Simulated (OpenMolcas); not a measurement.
# AlH3 (charge −1): single-point calculation

- system: AlH3, charge −1, multiplicity 4, SMILES [AlH3-]
- method: MC-PDFT (tPBE)/3-21G (OpenMolcas 26.06)

The geometry is that of the parent species in another charge or spin state. The geometry comes from this level: GFN2-xTB.

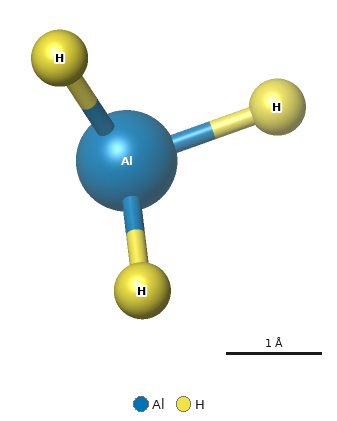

*The structure (ball-and-stick view, seen at a tilt). Sticks mark near contacts.*

Bond lengths as drawn: Al–H 1.68 to 1.69 Å.

**Key numbers**

| quantity | value |
| --- | --- |
| outcome | converged |
| total energy | −242.443665 hartree |
| basis functions | 19 |
| hardware | 1 thread of Arm Neoverse V1, 24 GiB of memory available, shared host |
| wall time | 2.2 s |
| peak memory | 0.37 GiB |

**Input file**
```
>>> EXPORT MOLCAS_PRINT=2
&GATEWAY
BasLib
$CurrDir
Coord
4
bohr
Al    -0.30435929     0.86048679    -0.58063725
H      0.89179955     1.42498578     2.31385626
H     -2.55133814    -1.29230811     0.09543117
H      1.96389788    -0.99316446    -1.82866907
Basis
3-21G
Group
NoSym
&SEWARD
&RASSCF
FileOrb
$CurrDir/step2.RasOrb
Spin
4
Nactel
7 0 0
Inactive
5
Ras2
7
OrbListing
Nothing
OrbAppear
Compact
&MCPDFT
KSDFT
T:PBE
```

Run as:
```bash
export MOLCAS_MEM=1860
pymolcas step7.inp > step7.log
```

**Log**
```
--- Start Module: gateway ---

                                              &GATEWAY

                       available to each process: 1.9 GB of memory, 1 thread

 Basis Set     1 Label: AL.3-21G
 Basis set is read from library:.
 basistype.tbl is not found

 Basis Set     2 Label: H.3-21G
 Basis set is read from library:.
 basistype.tbl is not found

++    Symmetry information:
      ---------------------

                    Character Table for C1

                             E
                    a        1  x, y, xy, Rz, z, xz, Ry, yz, Rx, I
--

++    Basis set information:
      ----------------------

      Basis set label: AL.3-21G.........

      Electronic valence basis set:
      ------------------
      Associated Effective Charge  13.000000 au
      Associated Actual Charge     13.000000 au
      Nuclear Model: Point charge

      Shell  nPrim  nBasis  Cartesian Spherical Contaminant
         s       9       4        X
         p       6       3        X

      Basis set label: H.3-21G.........

      Electronic valence basis set:
      ------------------
      Associated Effective Charge   1.000000 au
      Associated Actual Charge      1.000000 au
      Nuclear Model: Point charge

      Shell  nPrim  nBasis  Cartesian Spherical Contaminant
         s       3       2        X
--

++    Molecular structure info:
      -------------------------

                    ************************************************
                    **** Cartesian Coordinates / bohr, angstrom ****
                    ************************************************

     Center  Label                x              y              z                     x              y              z
        1      AL1             -0.304359       0.860487      -0.580637             -0.161060       0.455350      -0.307260
        2      H2               0.891800       1.424986       2.313856              0.471920       0.754070       1.224440
        3      H3              -2.551338      -1.292308       0.095431             -1.350110      -0.683860       0.050500
        4      H4               1.963898      -0.993164      -1.828669              1.039250      -0.525560      -0.967690

                    ***************************************
                    *    InterNuclear Distances / bohr    *
                    ***************************************

               1 AL1           2 H2            3 H3            4 H4
    1 AL1      0.000000
    2 H2       3.182381        0.000000
    3 H3       3.184416        4.915312        0.000000
    4 H4       3.184116        4.915014        4.917215        0.000000

                    *******************************************
                    *    InterNuclear Distances / angstrom    *
                    *******************************************

               1 AL1           2 H2            3 H3            4 H4
    1 AL1      0.000000
    2 H2       1.684043        0.000000
    3 H3       1.685121        2.601071        0.000000
    4 H4       1.684962        2.600913        2.602078        0.000000
--

            Nuclear Potential Energy             12.86040912 au

--- Stop Module: gateway /rc=_RC_ALL_IS_WELL_ ---

--- Start Module: seward ---

                                              &SEWARD

                       available to each process: 1.9 GB of memory, 1 thread

               SEWARD will generate:
                  Multipole Moment integrals up to order  2
                  Kinetic Energy integrals
                  Nuclear Attraction integrals (point charge)
                  One-Electron Hamiltonian integrals
                  Velocity integrals
                  Orbital angular momentum around ( -0.2635   0.7449  -0.5026 )
                  Velocity quadrupole around ( -0.2635   0.7449  -0.5026 )
                  Two-Electron Repulsion integrals

                   Integrals are discarded if absolute value <: 1.00E-14
                   Integral cutoff threshold is set to       <: 1.00E-16

            Nuclear Potential Energy             12.86040912 au

      Basis set specifications :
      Symmetry species         a
      Basis functions           19

--- Stop Module: seward /rc=_RC_ALL_IS_WELL_ ---

--- Start Module: rasscf ---

                                              &RASSCF

                       available to each process: 1.9 GB of memory, 1 thread

      Header of the ONEINT file:
      --------------------------

      OrdInt status: non-squared

      Cartesian coordinates in angstrom:
      -----------------------------------------------------
      No.  Label        X            Y            Z
      -----------------------------------------------------
       1   AL1       -0.16106000   0.45535000  -0.30726000
       2   H2         0.47192000   0.75407000   1.22444000
       3   H3        -1.35011000  -0.68386000   0.05050000
       4   H4         1.03925000  -0.52556000  -0.96769000
      -----------------------------------------------------
      Nuclear repulsion energy =   12.86040912

++    Wave function specifications:
      -----------------------------

      Number of closed shell electrons          10
      Number of electrons in active shells       7
      Max number of holes in RAS1 space          0
      Max nr of electrons in RAS3 space          0
      Number of inactive orbitals                5
      Number of active orbitals                  7
      Number of secondary orbitals               7
      Spin quantum number                      1.5
      State symmetry                             1
--

++    Orbital specifications:
      -----------------------

      Symmetry species                           1
                                                 a
      Frozen orbitals                            0
      Inactive orbitals                          5
      Active orbitals                            7
      RAS1 orbitals                              0
      RAS2 orbitals                              7
      RAS3 orbitals                              0
      Secondary orbitals                         7
      Deleted orbitals                           0
      Number of basis functions                 19
--

++    CI expansion specifications:
      ----------------------------

      Number of CSFs                           392
      Number of determinants                   441
      Number of root(s) required                 1
      Root chosen for geometry opt.              1
      CI root used                               1

      highest root included in the CI            1
      max. size of the explicit Hamiltonian    200
--

++    Optimization specifications:
      ----------------------------

      RASSCF algorithm: Conventional
      Maximum number of macro iterations       200
      Maximum number of SX iterations          100
      Threshold for RASSCF energy            1.000E-08
      Threshold for max MO rotation          1.000E-01
      Threshold for max BLB element          1.000E-04
      Level shift parameter                  5.000E-01
      Make Quasi-Newton update
--

      The MO-coefficients are taken from the file:
      step2.RasOrb
      Title: RASSCF average (pseudo-natural) orbitals

      Total molecular charge   -1.00

      ************************************************************************************************************************
      *                                            Wave function control section                                             *
      ************************************************************************************************************************

                                         RASSCF iterations: Energy and convergence statistics
                                         ----------------------------------------------------

          iter iter root      energy       change     param      element    value   shift minimum  type update hh:mm:ss
 Nr of preliminary CI iterations:   4
        1   1    4    1  -242.07732725    0.00E+00  -2.43E-04    9  19 1 -4.49E-05   0.28   0.00    SX    NO    0:00:00
        2   1    4    1  -242.07732727   -1.58E-08*  7.43E-05    8  18 1  8.61E-06   0.28   0.00    SX    NO    0:00:00
        3   1    3    1  -242.07732727   -1.87E-09   2.69E-05    7  14 1 -4.93E-06   0.28   0.00    SX    NO    0:00:00
        4   4    4    1  -242.07732763   -3.63E-07* -1.15E-04    9  18 1 -2.99E-05   0.28   0.00    SX    NO    0:00:00
        5   1    3    1  -242.07732764   -4.81E-09  -4.61E-05    9  18 1 -6.27E-06   0.28   1.36    QN   YES    0:00:00
      Convergence after  5 iterations
        6   1    3    1  -242.07732764   -5.44E-10  -4.61E-05    6  13 1 -2.47E-06   0.28   1.36    QN   YES    0:00:00

      ************************************************************************************************************************
                                                      Wave function printout:
                       occupation of active orbitals, and spin coupling of open shells (u,d: Spin up or down)
      ************************************************************************************************************************

      Note: transformation to natural orbitals
      has been made, which may change the order of the CSFs.

      printout of CI-coefficients larger than  0.05 for root  1
      energy=    -242.077328
      conf/sym  1111111     Coeff  Weight
             1  22uuu00  -0.96585 0.93287
             5  2u2u0u0  -0.11203 0.01255
             9  u22u00u  -0.09652 0.00932
            38  202uu0u  -0.06425 0.00413
            40  ud2uuu0  -0.06654 0.00443
           181  20uuu20  -0.07439 0.00553
           187  20uuu02  -0.06494 0.00422
           193  uduuudu  -0.05160 0.00266
           195  uduuuud  -0.07176 0.00515

      Natural orbitals and occupation numbers for root  1
      sym 1:   1.962897   1.934888   1.028928   1.000391   0.978137   0.049106   0.045654

      ************************************************************************************************************************
      *                                                    Final results                                                     *
      ************************************************************************************************************************

++    Final optimization conditions:
      ------------------------------

      Average CI energy                            -242.07732764
      RASSCF energy for state  1                   -242.07732764
      Super-CI energy                                -0.00000000
      RASSCF energy change                            0.00000000
      Max change in MO coefficients              -6.786E-05
      Max non-diagonal density matrix element    -4.611E-05
      Maximum BLB matrix element                 -2.470E-06
      (orbital pair   6,  13 in symmetry   1)
      Norm of electronic gradient            5.371E-06
--

      Final state energy(ies):
      ------------------------

::    RASSCF root number  1 Total energy:   -242.07732764
      Von Neumann Entropy (Root   1) =  1.82637

      Mulliken population analysis for root number:  1
      -----------------------------------------------

++    Molecular charges:
      ------------------

      Mulliken charges per centre
      ---------------------------

                AL1     H2      H3      H4
      Total   13.7767  1.1428  1.1422  0.9383

      N-E     -0.7767 -0.1428 -0.1422  0.0617

      Total electronic charge=   17.000000

      Total            charge=   -1.000000
--

      Expectation values of various properties for root number:  1
      -----------------------------------------------------------

++    Molecular properties:
      ---------------------

      Charge (e):
                      =   -1.0000
      Dipole Moment (debye):
      Origin of the operator (angstrom)=   -0.1394    0.3942   -0.2660
                   X=  2.3702E+00               Y= -2.0059E+00               Z= -1.2321E+00           Total=  3.3406E+00
      Center of Charge (angstrom)
                     X=   -0.63288490               Y=    0.81178230               Z=   -0.00946196
      Quadrupole Moment (debye*angstrom):
      Origin of the operator (angstrom)=   -0.1394    0.3942   -0.2660
                  XX= -2.7601E+01              XY= -2.3468E-01              XZ=  1.1094E+00              YY= -2.6499E+01
                  YZ= -3.2072E-01              ZZ= -2.8391E+01
      In traceless form (debye*angstrom)
                  XX= -1.5558E-01              XY= -3.5203E-01              XZ=  1.6641E+00              YY=  1.4970E+00
                  YZ= -4.8107E-01              ZZ= -1.3414E+00
--

      Mulliken spin population analysis for root number:  1
      ---------------------------------------------------

++    Molecular charges:
      ------------------

      Mulliken spin population per centre
      ---------------------------

                AL1     H2      H3      H4
      Total    1.9718  0.1042  0.1061  0.8179

      Total electronic spin=    3.000000
--

      Average orbitals are written to the RASORB file
      Natural orbitals for root   1 are written to the RASORB.1 file
      Spin density orbitals for root   1 are written to the SPDORB.1 file

--- Stop Module: rasscf /rc=_RC_ALL_IS_WELL_ ---

--- Start Module: mcpdft ---

                                              &MCPDFT

                       available to each process: 1.9 GB of memory, 1 thread

 ###############################################################################
 ###    WARNING: Deprecation warning: KSDF should be replaced                ###
 ###    with FUNC keyword                                                    ###
 ###############################################################################

++    Wave function specifications:
      -----------------------------

      Number of closed shell electrons          10
      Number of electrons in active shells       7
      Max number of holes in RAS1 space          0
      Max nr of electrons in RAS3 space          0
      Number of inactive orbitals                5
      Number of active orbitals                  7
      Number of secondary orbitals               7
      Spin quantum number                      1.5
      State symmetry                             1
      Number of CSFs                           392
      Number of RASSCF root(s) available         1
--

++    Orbital specifications:
      -----------------------

      Symmetry species                           1
                                                 a
      Frozen orbitals                            0
      Inactive orbitals                          5
      Active orbitals                            7
      RAS1 orbitals                              0
      RAS2 orbitals                              7
      RAS3 orbitals                              0
      Secondary orbitals                         7
      Deleted orbitals                           0
      Number of basis functions                 19
--

++    MCPDFT specifications:
      ----------------------

      Cholesky decomposition                     Off
      Type of calculation                        MC-PDFT
      On-Top Functional                          T:PBE
      Exchange scaling factor                    1.00
      Correlation scaling factor                 1.00
      Wave function energy weight                0.00
--

      Numerical integration parameters
      --------------------------------
      Radial quadrature type:                         MHL
      Size of radial grid:                            75
      Lebedev angular grid:                           29
      Angular grid pruned with the crowding factor:  3.00E+00
                                 and fading factor:  6.00E+00
      Screening threshold for integral computation:   1.00E-11
      Radial quadrature accuracy:                     1.00E-25
      Maximum batch size:                             128
      AO values are stored on disk

++    DFT functional specifications:
      ------------------------------
      Using Libxc version: 6.2.2
      Please cite the following reference:
      S. Lehtola, C. Steigemann, M. J.T. Oliveira, and M. A.L. Marques.,  SoftwareX 7, 1–5 (2018) doi:10.1016/j.softx.2017.11.002

      * Perdew, Burke & Ernzerhof
        - J. P. Perdew, K. Burke, and M. Ernzerhof.,  Phys. Rev. Lett. 77, 3865 (1996) doi:10.1103/PhysRevLett.77.3865
        - J. P. Perdew, K. Burke, and M. Ernzerhof.,  Phys. Rev. Lett. 78, 1396 (1997) doi:10.1103/PhysRevLett.78.1396
      * Perdew, Burke & Ernzerhof
        - J. P. Perdew, K. Burke, and M. Ernzerhof.,  Phys. Rev. Lett. 77, 3865 (1996) doi:10.1103/PhysRevLett.77.3865
        - J. P. Perdew, K. Burke, and M. Ernzerhof.,  Phys. Rev. Lett. 78, 1396 (1997) doi:10.1103/PhysRevLett.78.1396
--
   File JOBOLD not found -- use JOBIPH.
      The MO-coefficients are taken from the file:
      JOBIPH
 Reference MC-SCF energies taken from JOBIPH

++    MC-PDFT RESULTS, STATE 0001
      ---------------------------

      MCSCF reference energy                                             -242.07732764

      Integrated total density:                                                 17.000
      Integrated alpha density before functional transformation:                10.000
      Integrated  beta density before functional transformation:                 7.000
      Integrated alpha density  after functional transformation:                10.513
      Integrated  beta density  after functional transformation:                 6.486
      Integrated alpha tau     before functional transformation:                 0.000
      Integrated  beta tau     before functional transformation:                 0.000
      Integrated alpha tau      after functional transformation:                 0.000
      Integrated  beta tau      after functional transformation:                 0.000
      NOTE:
      Densities after transformation are intermediate quantities
      and should not be interpreted as real spin densities

      Exchange energy scaling factor                                          1.000000
      Correlation energy scaling factor                                       1.000000

      Integrated alpha exchange energy                                      -10.210434
      Integrated beta  exchange energy                                       -8.956951
      Integrated  correlation   energy                                       -0.528967

      Nuclear Repulsion energy                                             12.86040912
      CASSCF contribution energy                                         -222.74731335
      On-top energy                                                       -19.69635161

      Total MCPDFT energy for state   1                                  -242.44366495
--

::    MCPDFT root number  1 Total energy:   -242.44366495

--- Stop Module: mcpdft /rc=_RC_ALL_IS_WELL_ ---

.##################.
.# Happy landing! #.
.##################.

    Timing: Wall=1.97 User=1.54 System=0.41
```

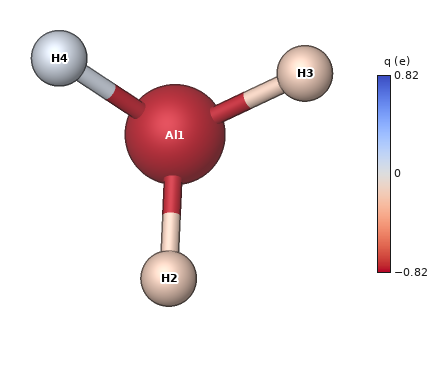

*Mulliken charges, as the colour of each atom (ball-and-stick view, seen on its broad side; atoms are numbered from 1 in the order of the input).*

By element: Al −0.78 and H −0.14 to +0.06 e.
